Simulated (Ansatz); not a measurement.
# Geometry relaxation of CH₆InN (part 2 of 2)

The same run, continued: CH₆InN; RKS PBE0-D4/def2-TZVP (Ansatz 0.2.0). The geometry is a transition state displaced along its imaginary mode. The reaction was set up to form H2–H4 and to break In1–H2 and N3–H4 (atoms counted from 1 in the order of the input); sticks are drawn by distance alone.

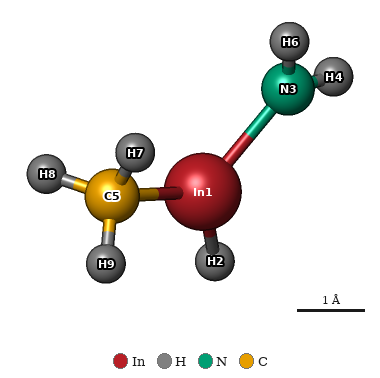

**Figure 1.** The geometry at step 32 of the log (ball-and-stick view, seen at a tilt; atoms are numbered from 1 in the order of the input).

Trajectory as extended XYZ, continued
```
9
Properties=species:S:1:pos:R:3:forces:R:3 step=8 energy=-7796.54981
In   -0.3009   -0.6066   -0.3512    0.0494   0.1008   0.0387
H    -0.8082   -2.1286   -0.9724   -0.0246  -0.0160  -0.0217
N    -1.2750    0.9388   -1.2145    0.0542   0.0212   0.0596
H    -1.9842    0.7916   -1.9131   -0.0159  -0.0282  -0.0152
C     1.1966   -0.2702    1.1664   -0.2029   0.0767  -0.1530
H    -1.1752    1.9225   -1.0182    0.0699  -0.1146   0.0550
H     1.8908    0.5171    0.8711    0.0092  -0.0167  -0.0219
H     0.7147    0.0325    2.0973   -0.0035  -0.0114   0.0227
H     1.7413   -1.1970    1.3347    0.0642  -0.0118   0.0358
9
Properties=species:S:1:pos:R:3:forces:R:3 step=10 energy=-7796.56485
In   -0.3182   -0.6890   -0.3630    0.0460   0.0372  -0.0117
H    -0.8380   -2.1962   -1.0049   -0.0072   0.0203   0.0053
N    -1.2332    0.9153   -1.1702   -0.0026  -0.0402  -0.0040
H    -1.9375    0.8491   -1.8855   -0.0197   0.0202   0.0016
C     1.1597   -0.2502    1.1309   -0.0362  -0.0137   0.0089
H    -1.0739    1.8732   -0.9057    0.0182  -0.0205   0.0043
H     1.8169    0.5540    0.7964   -0.0182  -0.0063  -0.0226
H     0.6643    0.0757    2.0477    0.0075  -0.0031   0.0066
H     1.7597   -1.1319    1.3544    0.0121   0.0061   0.0115
9
Properties=species:S:1:pos:R:3:forces:R:3 step=13 energy=-7796.56616
In   -0.3158   -0.7000   -0.3667   -0.0008  -0.0040  -0.0012
H    -0.8548   -2.2022   -1.0006   -0.0010   0.0029   0.0008
N    -1.2211    0.9086   -1.1734    0.0018  -0.0064   0.0010
H    -1.9449    0.8619   -1.8707   -0.0022   0.0000  -0.0022
C     1.1530   -0.2494    1.1295   -0.0034   0.0037  -0.0019
H    -1.0348    1.8613   -0.9084    0.0023   0.0045   0.0016
H     1.7814    0.5772    0.7947    0.0021   0.0017   0.0007
H     0.6541    0.0549    2.0517   -0.0008  -0.0016   0.0019
H     1.7829   -1.1123    1.3439    0.0019  -0.0008  -0.0008
9
Properties=species:S:1:pos:R:3:forces:R:3 step=15 energy=-7796.56631
In   -0.3213   -0.7065   -0.3624   -0.0076   0.0202  -0.0013
H    -0.8784   -2.2068   -0.9842    0.0023   0.0021   0.0038
N    -1.2137    0.9070   -1.1770    0.0157  -0.0246   0.0121
H    -1.9397    0.8666   -1.8722   -0.0041  -0.0028  -0.0073
C     1.1506   -0.2478    1.1294    0.0139   0.0059   0.0014
H    -1.0088    1.8586   -0.9225   -0.0003   0.0103   0.0026
H     1.7476    0.6084    0.8091   -0.0157  -0.0217   0.0113
H     0.6519    0.0153    2.0652    0.0119  -0.0088  -0.0189
H     1.8116   -1.0949    1.3146   -0.0160   0.0196  -0.0036
9
Properties=species:S:1:pos:R:3:forces:R:3 step=17 energy=-7796.56633 accepted=F
In   -0.3334   -0.7017   -0.3500    0.0141  -0.0038  -0.0126
H    -0.8990   -2.2052   -0.9553   -0.0087  -0.0023   0.0063
N    -1.2073    0.9082   -1.1874    0.0061   0.0263   0.0054
H    -1.9340    0.8646   -1.8819    0.0017   0.0006  -0.0015
C     1.1491   -0.2479    1.1312    0.0492   0.0181   0.0586
H    -0.9890    1.8622   -0.9507   -0.0111  -0.0227  -0.0037
H     1.7108    0.6425    0.8364   -0.0423  -0.0657   0.0271
H     0.6593   -0.0427    2.0881    0.0451  -0.0169  -0.0707
H     1.8434   -1.0799    1.2696   -0.0541   0.0665  -0.0090
9
Properties=species:S:1:pos:R:3:forces:R:3 step=20 energy=-7796.56684
In   -0.3337   -0.6992   -0.3485   -0.0164  -0.0020   0.0173
H    -0.9298   -2.2031   -0.9240    0.0070   0.0003  -0.0051
N    -1.1952    0.9092   -1.2019   -0.0037   0.0124  -0.0059
H    -1.9256    0.8618   -1.8925    0.0054   0.0022   0.0054
C     1.1498   -0.2475    1.1322    0.0373   0.0114   0.0453
H    -0.9819    1.8641   -0.9654    0.0016  -0.0127  -0.0056
H     1.6785    0.6703    0.8657   -0.0235  -0.0433   0.0142
H     0.6666   -0.0952    2.1018    0.0268  -0.0130  -0.0611
H     1.8713   -1.0606    1.2325   -0.0345   0.0448  -0.0045
9
Properties=species:S:1:pos:R:3:forces:R:3 step=22 energy=-7796.56710
In   -0.3372   -0.7006   -0.3456   -0.0050   0.0045   0.0054
H    -0.9311   -2.2044   -0.9230    0.0010  -0.0013  -0.0006
N    -1.1959    0.9089   -1.2002    0.0065  -0.0118   0.0036
H    -1.9260    0.8632   -1.8910    0.0007   0.0066  -0.0016
C     1.1488   -0.2470    1.1323    0.0174   0.0093   0.0140
H    -0.9720    1.8627   -0.9706   -0.0040   0.0033  -0.0037
H     1.6710    0.6744    0.8687   -0.0132  -0.0173   0.0050
H     0.6673   -0.1022    2.1025    0.0110  -0.0070  -0.0209
H     1.8751   -1.0550    1.2268   -0.0143   0.0139  -0.0013
9
Properties=species:S:1:pos:R:3:forces:R:3 step=24 energy=-7796.56725 accepted=F
In   -0.3548   -0.6997   -0.3273   -0.0030   0.0050  -0.0096
H    -0.9740   -2.2048   -0.8752   -0.0024   0.0038   0.0049
N    -1.1808    0.9084   -1.2168    0.0059   0.0116   0.0038
H    -1.9125    0.8657   -1.9061    0.0005  -0.0060  -0.0026
C     1.1452   -0.2453    1.1360    0.0515   0.0082   0.0583
H    -0.9341    1.8624   -1.0109   -0.0024  -0.0145   0.0028
H     1.5980    0.7259    0.9190   -0.0325  -0.0847   0.0294
H     0.6881   -0.2009    2.1301    0.0524  -0.0043  -0.0924
H     1.9249   -1.0116    1.1512   -0.0700   0.0809   0.0053
9
Properties=species:S:1:pos:R:3:forces:R:3 step=27 energy=-7796.56770
In   -0.3571   -0.6972   -0.3250    0.0121  -0.0016  -0.0138
H    -0.9724   -2.2034   -0.8731   -0.0085  -0.0004   0.0039
N    -1.1800    0.9091   -1.2197    0.0031   0.0071   0.0032
H    -1.9118    0.8646   -1.9087   -0.0006  -0.0039  -0.0005
C     1.1458   -0.2461    1.1364   -0.0213  -0.0016  -0.0116
H    -0.9380    1.8635   -1.0106   -0.0014  -0.0070   0.0021
H     1.5982    0.7219    0.9219    0.0106   0.0217  -0.0014
H     0.6920   -0.2029    2.1278   -0.0067   0.0005   0.0222
H     1.9232   -1.0095    1.1509    0.0127  -0.0148  -0.0041
9
Properties=species:S:1:pos:R:3:forces:R:3 step=29 energy=-7796.56779 accepted=F
In   -0.3671   -0.6971   -0.3138   -0.0054   0.0058  -0.0034
H    -1.0196   -2.1996   -0.8301    0.0037   0.0054   0.0073
N    -1.1613    0.9068   -1.2385    0.0023   0.0225   0.0025
H    -1.9037    0.8624   -1.9164    0.0060   0.0010  -0.0026
C     1.1427   -0.2427    1.1396    0.0429  -0.0054   0.0577
H    -0.9023    1.8609   -1.0474   -0.0084  -0.0258  -0.0015
H     1.5328    0.7654    0.9783   -0.0270  -0.0831   0.0180
H     0.7136   -0.2949    2.1455    0.0484   0.0071  -0.0914
H     1.9648   -0.9611    1.0828   -0.0625   0.0727   0.0134
9
Properties=species:S:1:pos:R:3:forces:R:3 step=32 energy=-7796.56833
In   -0.3744   -0.6955   -0.3074    0.0017   0.0079  -0.0025
H    -1.0358   -2.1986   -0.8083   -0.0024  -0.0010   0.0011
N    -1.1600    0.9074   -1.2411    0.0081   0.0217   0.0057
H    -1.8935    0.8628   -1.9285    0.0040   0.0016   0.0009
C     1.1413   -0.2434    1.1405    0.0241  -0.0001   0.0283
H    -0.8897    1.8606   -1.0609   -0.0099  -0.0303  -0.0047
H     1.5036    0.7769    1.0014   -0.0107  -0.0444   0.0114
H     0.7278   -0.3330    2.1487    0.0255   0.0051  -0.0461
H     1.9805   -0.9372    1.0555   -0.0404   0.0395   0.0059
9
Properties=species:S:1:pos:R:3:forces:R:3 step=34 energy=-7796.56855
In   -0.3812   -0.6941   -0.3009    0.0112   0.0025  -0.0076
H    -1.0468   -2.1974   -0.7952   -0.0063  -0.0010   0.0038
N    -1.1592    0.9072   -1.2429    0.0050   0.0182   0.0020
H    -1.8877    0.8628   -1.9355    0.0025   0.0002   0.0005
C     1.1393   -0.2431    1.1418    0.0044   0.0058   0.0031
H    -0.8777    1.8590   -1.0737   -0.0089  -0.0201  -0.0012
H     1.4832    0.7846    1.0212   -0.0031  -0.0022  -0.0014
H     0.7408   -0.3607    2.1513   -0.0013  -0.0029   0.0034
H     1.9893   -0.9182    1.0340   -0.0033  -0.0006  -0.0025
9
Properties=species:S:1:pos:R:3:forces:R:3 step=36 energy=-7796.56649 accepted=F
In   -0.3988   -0.6876   -0.2821   -0.0250  -0.0169  -0.0045
H    -1.1114   -2.1879   -0.7229    0.0066   0.0139  -0.0002
N    -1.1390    0.9050   -1.2681    0.0113   0.0208   0.0064
H    -1.8674    0.8604   -1.9607   -0.0010  -0.0071  -0.0038
C     1.1340   -0.2417    1.1479    0.1414   0.0108   0.1497
H    -0.8322    1.8534   -1.1270   -0.0044  -0.0173  -0.0002
H     1.3847    0.8250    1.1166   -0.0325  -0.1996   0.0197
H     0.7925   -0.4977    2.1605    0.0882   0.0618  -0.2249
H     2.0374   -0.8289    0.9358   -0.1846   0.1335   0.0579
9
Properties=species:S:1:pos:R:3:forces:R:3 step=39 energy=-7796.56878
In   -0.3876   -0.6916   -0.2932   -0.0008   0.0022   0.0004
H    -1.0758   -2.1924   -0.7648    0.0008   0.0002   0.0002
N    -1.1467    0.9059   -1.2568   -0.0025  -0.0101  -0.0007
H    -1.8779    0.8603   -1.9464   -0.0002   0.0007  -0.0002
C     1.1382   -0.2419    1.1445   -0.0059  -0.0067  -0.0036
H    -0.8639    1.8571   -1.0910    0.0032   0.0088   0.0003
H     1.4436    0.8012    1.0596    0.0006  -0.0003   0.0025
H     0.7616   -0.4167    2.1542    0.0032   0.0023   0.0001
H     2.0086   -0.8820    0.9940    0.0015   0.0031   0.0009
9
Properties=species:S:1:pos:R:3:forces:R:3 step=41 energy=-7796.56884
In   -0.3919   -0.6906   -0.2888    0.0014  -0.0003  -0.0042
H    -1.0848   -2.1911   -0.7550   -0.0009   0.0011   0.0021
N    -1.1446    0.9055   -1.2595    0.0010  -0.0005   0.0018
H    -1.8753    0.8601   -1.9498    0.0000  -0.0008  -0.0012
C     1.1370   -0.2418    1.1458   -0.0091  -0.0036  -0.0086
H    -0.8545    1.8561   -1.1014   -0.0004   0.0004   0.0006
H     1.4274    0.8063    1.0750    0.0027   0.0077   0.0011
H     0.7714   -0.4377    2.1551   -0.0023  -0.0006   0.0106
H     2.0151   -0.8668    0.9787    0.0077  -0.0034  -0.0022
9
Properties=species:S:1:pos:R:3:forces:R:3 step=43 energy=-7796.56886
In   -0.3927   -0.6905   -0.2882   -0.0027   0.0002   0.0014
H    -1.0906   -2.1903   -0.7486    0.0011   0.0006  -0.0007
N    -1.1437    0.9054   -1.2605    0.0014   0.0039   0.0007
H    -1.8718    0.8598   -1.9535   -0.0005  -0.0010   0.0003
C     1.1366   -0.2418    1.1459   -0.0096  -0.0004  -0.0070
H    -0.8523    1.8558   -1.1036    0.0003  -0.0037  -0.0012
H     1.4201    0.8086    1.0821    0.0026   0.0096  -0.0002
H     0.7758   -0.4475    2.1550   -0.0040  -0.0023   0.0096
H     2.0185   -0.8594    0.9716    0.0114  -0.0068  -0.0030
9
Properties=species:S:1:pos:R:3:forces:R:3 step=46 energy=-7796.56888 accepted=F
In   -0.4016   -0.6886   -0.2791    0.0129  -0.0034  -0.0144
H    -1.1046   -2.1878   -0.7336   -0.0044   0.0007   0.0038
N    -1.1412    0.9051   -1.2637   -0.0025   0.0041  -0.0024
H    -1.8638    0.8584   -1.9624    0.0010  -0.0006   0.0056
C     1.1353   -0.2417    1.1472   -0.0022   0.0040   0.0157
H    -0.8406    1.8542   -1.1167   -0.0003  -0.0033  -0.0002
H     1.3966    0.8161    1.1051   -0.0020  -0.0081   0.0012
H     0.7912   -0.4794    2.1557    0.0080   0.0033  -0.0074
H     2.0285   -0.8363    0.9476   -0.0103   0.0034  -0.0019
9
Properties=species:S:1:pos:R:3:forces:R:3 step=48 energy=-7796.56893
In   -0.3987   -0.6892   -0.2821    0.0000  -0.0008  -0.0006
H    -1.1059   -2.1877   -0.7327   -0.0002   0.0003   0.0002
N    -1.1402    0.9048   -1.2646   -0.0008   0.0043  -0.0017
H    -1.8662    0.8588   -1.9597    0.0013  -0.0009   0.0017
C     1.1351   -0.2416    1.1474    0.0024   0.0025   0.0070
H    -0.8391    1.8539   -1.1180   -0.0003  -0.0033  -0.0002
H     1.3957    0.8164    1.1062   -0.0015  -0.0055   0.0003
H     0.7905   -0.4801    2.1555    0.0031   0.0010  -0.0071
H     2.0286   -0.8353    0.9480   -0.0040   0.0025   0.0005
9
Properties=species:S:1:pos:R:3:forces:R:3 step=50 energy=-7796.56895
In   -0.4024   -0.6884   -0.2783   -0.0005  -0.0002  -0.0004
H    -1.1169   -2.1857   -0.7213    0.0005   0.0005  -0.0001
N    -1.1372    0.9044   -1.2679    0.0000   0.0026  -0.0008
H    -1.8616    0.8578   -1.9647    0.0003  -0.0004   0.0014
C     1.1342   -0.2413    1.1485    0.0065   0.0014   0.0136
H    -0.8316    1.8528   -1.1263    0.0002  -0.0028  -0.0005
H     1.3794    0.8211    1.1226   -0.0023  -0.0139   0.0008
H     0.8011   -0.5019    2.1552    0.0068   0.0044  -0.0171
H     2.0349   -0.8187    0.9322   -0.0115   0.0083   0.0030
9
Properties=species:S:1:pos:R:3:forces:R:3 step=53 energy=-7796.56896 accepted=F
In   -0.4099   -0.6869   -0.2706    0.0074  -0.0012  -0.0088
H    -1.1319   -2.1829   -0.7058   -0.0024   0.0004   0.0023
N    -1.1329    0.9037   -1.2724   -0.0001  -0.0039   0.0011
H    -1.8542    0.8563   -1.9722   -0.0019   0.0011   0.0011
C     1.1325   -0.2409    1.1500    0.0038  -0.0018   0.0084
H    -0.8197    1.8505   -1.1383    0.0006   0.0026  -0.0004
H     1.3554    0.8264    1.1466   -0.0009  -0.0049   0.0005
H     0.8181   -0.5329    2.1536    0.0035   0.0028  -0.0045
H     2.0426   -0.7933    0.9089   -0.0100   0.0049   0.0002
9
Properties=species:S:1:pos:R:3:forces:R:3 step=55 energy=-7796.56899
In   -0.4085   -0.6872   -0.2720   -0.0005   0.0000  -0.0005
H    -1.1342   -2.1824   -0.7034    0.0001   0.0002   0.0000
N    -1.1317    0.9034   -1.2735    0.0006  -0.0012   0.0008
H    -1.8557    0.8566   -1.9707   -0.0002   0.0005  -0.0002
C     1.1324   -0.2409    1.1503    0.0024  -0.0005   0.0020
H    -0.8173    1.8501   -1.1407   -0.0002   0.0004  -0.0005
H     1.3523    0.8270    1.1497   -0.0004  -0.0031   0.0006
H     0.8190   -0.5367    2.1531    0.0015   0.0015  -0.0033
H     2.0436   -0.7900    0.9071   -0.0033   0.0023   0.0010
```

This output came from the following input.

The input
```yaml
crystal:
  periodic: [false, false, false]
  atoms:
    - {symbol: In, position_ang: [-0.143053, 0.183161, -0.125611]}
    - {symbol: H, position_ang: [-1.112842, -1.222269, -1.223930]}
    - {symbol: N, position_ang: [-1.454107, 0.932708, -1.375089]}
    - {symbol: H, position_ang: [-1.576727, -0.083729, -1.591511]}
    - {symbol: C, position_ang: [1.323109, -0.337944, 1.297841]}
    - {symbol: H, position_ang: [-1.730657, 1.905396, -1.572841]}
    - {symbol: H, position_ang: [2.240766, 0.231781, 1.174424]}
    - {symbol: H, position_ang: [0.938304, -0.214410, 2.308897]}
    - {symbol: H, position_ang: [1.515106, -1.394696, 1.107818]}
basis:
  gaussian: {orbitals: def2-TZVP}
hamiltonian: {xc: pbe0, dispersion: d4}
relax: {f_tol: 0.005, max_steps: 200}
```

Command:
```bash
ansatz run in.yaml --threads 4 --pin off --events-out ev --progress --plain --max-ram 9574MiB
```

Results in brief

```tsv
quantity	value
outcome	converged
total energy	−7796.5690 eV
mean-field energy	−7796.4574 eV
dispersion energy	−0.1117 eV
SCF solution under orbital rotations	stable
largest force (length of the vector) at the end	0.004 eV/Å
dipole moment	0.56 D
hardware	4 threads of Arm Neoverse V1, 23 GiB of memory available, shared host
wall time	97 s (CPU time 5.9 min)
peak memory	0.32 GiB
```
